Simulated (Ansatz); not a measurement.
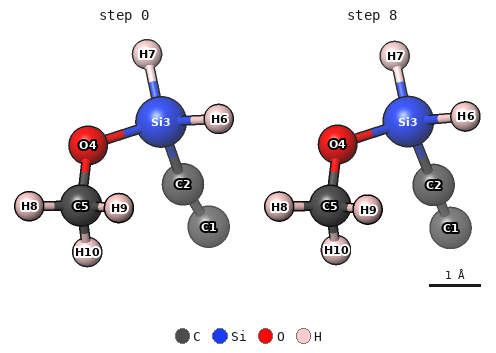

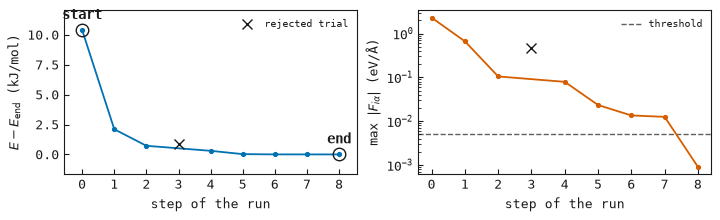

First and last geometry of a relaxation of C3H5OSi (multiplicity 2), with the history of the run. A ball-and-stick model, seen from a free direction.

The start comes from PBE-D4/def2-SVP.

These are results of UKS PBE0-D4/def2-TZVP (Ansatz 0.2.0), not measurements. Set-up: force threshold 0.005 eV/Å; at most 150 steps.

**What do the curves and the structures tell?**

It converged. The energy falls by 10.4 kJ/mol in 7 accepted moves (8 points after the start). Largest force component: 2.3 eV/Å at the start, 0.00091 eV/Å at the end. The line search rejected the trial step at point 3 of the run. The atom that moves furthest after the best rigid fit is C1 (0.13 Å). Largest moves by element: C 0.13 Å, H 0.07 Å, O 0.04 Å, Si 0.03 Å. Among the contacts that change: Si3–O4 1.677 → 1.632 Å, C1–C2 1.245 → 1.213 Å, Si3–H6 1.504 → 1.485 Å, C5–H10 1.114 → 1.095 Å. Bond angles that change, for instance: C1–C2–Si3 168.9° → 178.5°.
